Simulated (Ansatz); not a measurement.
**C2F4 (tetrafluoroethylene) at 4 levels**

Wanted: a comparison of 4 runs (HF/STO-3G, HF/def2-SVP, PBE0/def2-SVP, B3LYP/aug-cc-pVDZ) of C2F4 (tetrafluoroethylene). 

The results are computed with Ansatz 0.2.0.

4 further runs of the same task are left out: 2 for a known fault of the program, 2 set aside as unsound or not needed.

**1. The molecule**

The species is C2F4 (6 atoms), meant as a singlet with charge 0. SMILES: `FC(F)=C(F)F`. Geometry: relaxed at PBE0-D4/def2-TZVP.

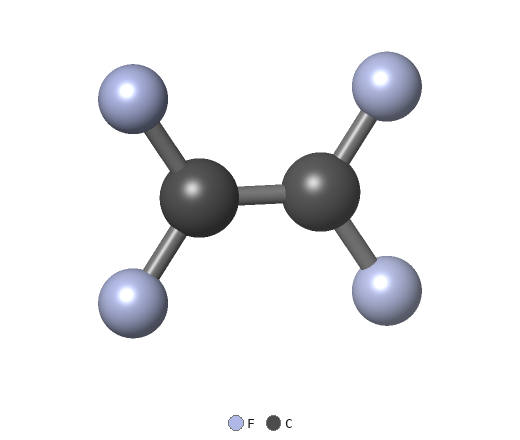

Viewed from a chosen angle; fluorine light blue, carbon dark grey.

**2. Energy and gradient at HF/STO-3G (run 1)**

Input file run.yaml:

```yaml
crystal:
  periodic: [false, false, false]
  atoms:
    - {symbol: F, position_ang: [1.169200, -1.134500, -0.708000]}
    - {symbol: C, position_ang: [0.202500, -0.640200, 0.025700]}
    - {symbol: F, position_ang: [-0.337500, -1.520600, 0.832300]}
    - {symbol: C, position_ang: [-0.188400, 0.618800, -0.041100]}
    - {symbol: F, position_ang: [0.351500, 1.499300, -0.847600]}
    - {symbol: F, position_ang: [-1.155200, 1.113100, 0.692600]}
basis:
  gaussian:
    orbitals: STO-3G
accuracy: high
hamiltonian:
  xc: hf
output: {forces: true, orbitals: {seedname: orbitals}}
```

On the command line:

```bash
ansatz run run.yaml --threads 1 --pin off --max-ram 2610MiB --events-out events.jsonl --progress --plain --runs-dir runs
```

What it wrote:

```text
Warning: RAYON_NUM_THREADS=1 ignored (pool sized by the plan → 1); use --threads N
Functional definition: HF
  name "HF"
  exchange = exact_x
  correlation = 0
607 factors; integrals over basis functions are off by at most 4.4e-8 eV
mean field evaluation 1: about -12699.9745 eV, gradient 3.7e1 eV
mean field evaluation 2: about -12700.2348 eV, gradient 3.7e1 eV
mean field evaluation 4: about -12704.8942 eV, gradient 2.3e0 eV
mean field evaluation 8: about -12704.9222 eV, gradient 1.2e-5 eV
mean field -12704.92217501 eV, -466.8972782259 hartree, gradient 1.9e-8 eV, S^2 0.000000; 0 other end points of the search recorded, 0 dependent functions left out
the calculation of the forces begins
reference -12704.92217501 eV, -466.8972782259 hartree; 24, 24 occupied and 6, 6 virtual orbitals, 607 factors
Total energy: -12704.92217501 eV, -466.8972782259 hartree
Atom 0 at     1.169200    -1.134500    -0.708000 Å, force     2.240161    -1.097919    -1.716241 eV/Å
Atom 1 at     0.202500    -0.640200     0.025700 Å, force    -0.537108     1.723237    -0.089755 eV/Å
Atom 2 at    -0.337500    -1.520600     0.832300 Å, force    -1.276952    -1.996637     1.878192 eV/Å
Atom 3 at    -0.188400     0.618800    -0.041100 Å, force     0.532239    -1.721736     0.093690 eV/Å
Atom 4 at     0.351500     1.499300    -0.847600 Å, force     1.278272     1.997748    -1.879834 eV/Å
Atom 5 at    -1.155200     1.113100     0.692600 Å, force    -2.236612     1.095307     1.713948 eV/Å
Dipole moment:     0.000053    -0.000036    -0.000032 e Å
```

It took 0.95 s on 1 thread of AMD EPYC 7R43 (Zen 3), shared host.

**3. Energy and gradient at HF/def2-SVP (run 2)**

Input file job.yaml:

```yaml
crystal:
  periodic: [false, false, false]
  atoms:
    - {symbol: F, position_ang: [1.169200, -1.134500, -0.708000]}
    - {symbol: C, position_ang: [0.202500, -0.640200, 0.025700]}
    - {symbol: F, position_ang: [-0.337500, -1.520600, 0.832300]}
    - {symbol: C, position_ang: [-0.188400, 0.618800, -0.041100]}
    - {symbol: F, position_ang: [0.351500, 1.499300, -0.847600]}
    - {symbol: F, position_ang: [-1.155200, 1.113100, 0.692600]}
basis:
  gaussian: {orbitals: def2-SVP}
hamiltonian: {xc: hf}
accuracy: high
output: {forces: true, orbitals: {seedname: orbitals}}
```

On the command line:

```bash
ansatz run job.yaml --threads 1 --pin off --max-ram 2610MiB --events-out events.jsonl --progress --plain --runs-dir runs
```

What it wrote (excerpt; [...] marks lines left out):

```text
Warning: RAYON_NUM_THREADS=1 ignored (pool sized by the plan → 1); use --threads N
Functional definition: HF
  name "HF"
[...]
1818 factors; integrals over basis functions are off by at most 4.8e-9 eV
[...]
mean field -12872.00405310 eV, -473.0374239936 hartree, gradient 1.6e-8 eV, S^2 0.000000; 0 other end points of the search recorded, 0 dependent functions left out
[...]
reference -12872.00405310 eV, -473.0374239936 hartree; 24, 24 occupied and 60, 60 virtual orbitals, 1818 factors
Total energy: -12872.00405310 eV, -473.0374239936 hartree
Atom 0 at     1.169200    -1.134500    -0.708000 Å, force    -0.777876     0.359906     0.603652 eV/Å
Atom 1 at     0.202500    -0.640200     0.025700 Å, force    -0.026420     0.079925    -0.003455 eV/Å
Atom 2 at    -0.337500    -1.520600     0.832300 Å, force     0.457465     0.678119    -0.660031 eV/Å
Atom 3 at    -0.188400     0.618800    -0.041100 Å, force     0.022743    -0.078229     0.006075 eV/Å
Atom 4 at     0.351500     1.499300    -0.847600 Å, force    -0.456177    -0.677978     0.658614 eV/Å
Atom 5 at    -1.155200     1.113100     0.692600 Å, force     0.780265    -0.361742    -0.604855 eV/Å
Dipole moment:     0.000104    -0.000053    -0.000073 e Å
```

Wall time 4.5 s (1 thread of AMD EPYC 7R43 (Zen 3), shared host).

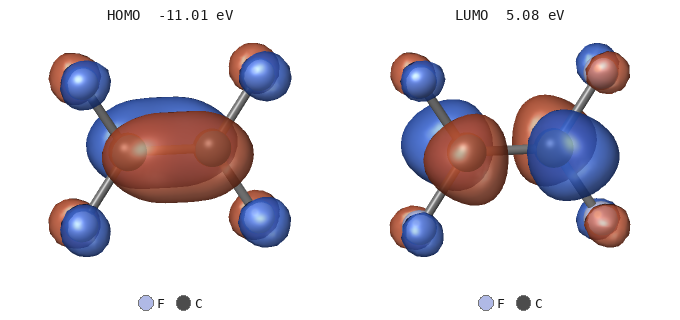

Frontier orbitals of this run, surfaces at ±0.2 Å^-3/2.

**4. Energy and forces at PBE0/def2-SVP (run 3)**

Input file molecule.yaml:

```yaml
crystal:
  periodic: [false, false, false]
  atoms:
    - {symbol: F, position_ang: [1.169200, -1.134500, -0.708000]}
    - {symbol: C, position_ang: [0.202500, -0.640200, 0.025700]}
    - {symbol: F, position_ang: [-0.337500, -1.520600, 0.832300]}
    - {symbol: C, position_ang: [-0.188400, 0.618800, -0.041100]}
    - {symbol: F, position_ang: [0.351500, 1.499300, -0.847600]}
    - {symbol: F, position_ang: [-1.155200, 1.113100, 0.692600]}
basis:
  gaussian: {orbitals: def2-SVP}
hamiltonian: {xc: pbe0}
accuracy: high
output: {forces: true, orbitals: {seedname: orbitals}}
```

On the command line:

```bash
ansatz run molecule.yaml --threads 1 --pin off --max-ram 2610MiB --events-out events.jsonl --progress --plain --runs-dir runs
```

What it wrote (excerpt; [...] marks lines left out):

```text
Warning: RAYON_NUM_THREADS=1 ignored (pool sized by the plan → 1); use --threads N
Functional definition: PBE0
  name "PBE0"
[...]
1818 factors; integrals over basis functions are off by at most 4.8e-9 eV
[...]
mean field -12917.03497749 eV, -474.6922799420 hartree, gradient 9.4e-8 eV, S^2 0.000000; 0 other end points of the search recorded, 0 dependent functions left out
[...]
reference -12917.03497865 eV, -474.6922799846 hartree; 24, 24 occupied and 60, 60 virtual orbitals, 1818 factors
Total energy: -12917.03497865 eV, -474.6922799846 hartree
Atom 0 at     1.169200    -1.134500    -0.708000 Å, force    -0.044735     0.062028     0.020752 eV/Å
Atom 1 at     0.202500    -0.640200     0.025700 Å, force     0.219311    -0.711039     0.038595 eV/Å
Atom 2 at    -0.337500    -1.520600     0.832300 Å, force     0.003593     0.076009    -0.029394 eV/Å
Atom 3 at    -0.188400     0.618800    -0.041100 Å, force    -0.222730     0.712564    -0.036092 eV/Å
Atom 4 at     0.351500     1.499300    -0.847600 Å, force    -0.002439    -0.075757     0.028119 eV/Å
Atom 5 at    -1.155200     1.113100     0.692600 Å, force     0.047000    -0.063806    -0.021980 eV/Å
Dipole moment:     0.000093    -0.000044    -0.000069 e Å
```

It took 9 s on 1 thread of AMD EPYC 7R43 (Zen 3), shared host.

**5. Energy and forces at B3LYP/aug-cc-pVDZ (run 4)**

Input file job.yaml:

```yaml
crystal:
  periodic: [false, false, false]
  atoms:
    - symbol: F
      position_ang: [1.169200, -1.134500, -0.708000]
    - symbol: C
      position_ang: [0.202500, -0.640200, 0.025700]
    - symbol: F
      position_ang: [-0.337500, -1.520600, 0.832300]
    - symbol: C
      position_ang: [-0.188400, 0.618800, -0.041100]
    - symbol: F
      position_ang: [0.351500, 1.499300, -0.847600]
    - symbol: F
      position_ang: [-1.155200, 1.113100, 0.692600]
basis:
  gaussian: {orbitals: aug-cc-pVDZ}
hamiltonian: {xc: {name: B3LYP}}
accuracy: high
output: {forces: true, orbitals: {seedname: orbitals}}
```

On the command line:

```bash
ansatz run job.yaml --threads 1 --pin off --max-ram 2610MiB --events-out events.jsonl --progress --plain --runs-dir runs
```

What it wrote (excerpt; [...] marks lines left out):

```text
Warning: RAYON_NUM_THREADS=1 ignored (pool sized by the plan → 1); use --threads N
Functional definition: B3LYP
  name "B3LYP"
[...]
2809 factors; integrals over basis functions are off by at most 2.5e-9 eV
[...]
mean field -12941.13095612 eV, -475.5777908237 hartree, gradient 3.3e-8 eV, S^2 0.000000; 0 other end points of the search recorded, 0 dependent functions left out
[...]
reference -12941.13099860 eV, -475.5777923850 hartree; 24, 24 occupied and 114, 114 virtual orbitals, 2809 factors
Total energy: -12941.13099860 eV, -475.5777923850 hartree
Atom 0 at     1.169200    -1.134500    -0.708000 Å, force     0.636539    -0.337361    -0.478802 eV/Å
Atom 1 at     0.202500    -0.640200     0.025700 Å, force    -0.109470     0.348139    -0.017587 eV/Å
Atom 2 at    -0.337500    -1.520600     0.832300 Å, force    -0.347608    -0.587966     0.526554 eV/Å
Atom 3 at    -0.188400     0.618800    -0.041100 Å, force     0.106224    -0.346718     0.020006 eV/Å
Atom 4 at     0.351500     1.499300    -0.847600 Å, force     0.348666     0.588287    -0.527739 eV/Å
Atom 5 at    -1.155200     1.113100     0.692600 Å, force    -0.634352     0.335619     0.477567 eV/Å
Dipole moment:     0.000092    -0.000044    -0.000068 e Å
```

Run time: 21 s. Hardware: 1 thread of AMD EPYC 7R43 (Zen 3), shared host; peak memory 0.58 GiB.

**6. Overview of the runs**

| run | level | energy (Eh) | dipole moment (D) | HOMO energy (eV) | LUMO energy (eV) | wall time |
| --- | --- | --- | --- | --- | --- | --- |
| 1 | HF/STO-3G | -466.897278 | 0.00 | -7.33 | 8.37 | 0.95 s |
| 2 | HF/def2-SVP | -473.037424 | 0.00 | -11.01 | 5.08 | 4.5 s |
| 3 | PBE0/def2-SVP | -474.692280 | 0.00 | -7.41 | 0.94 | 9 s |
| 4 | B3LYP/aug-cc-pVDZ | -475.577792 | 0.00 | -7.42 | -0.17 | 21 s |

**7. Outcome**

```
                       quantity          value
            run 4: total energy  -475.57779 Eh
           run 4: dipole moment         0.00 D
             run 4: HOMO energy       -7.42 eV
             run 4: LUMO energy       -0.17 eV
           run 4: HOMO–LUMO gap        7.25 eV
run 4: largest force on an atom     0.865 eV/Å
```

**Reading.** The HOMO–LUMO gap runs from 7.25 eV (B3LYP/aug-cc-pVDZ) to 16.09 eV (HF/def2-SVP). The two ends differ in method and basis. Totals of different functionals can't be ranked against each other. In run 1 the basis is minimal, so the values are rough. All runs together took 36 s, the longest 21 s.
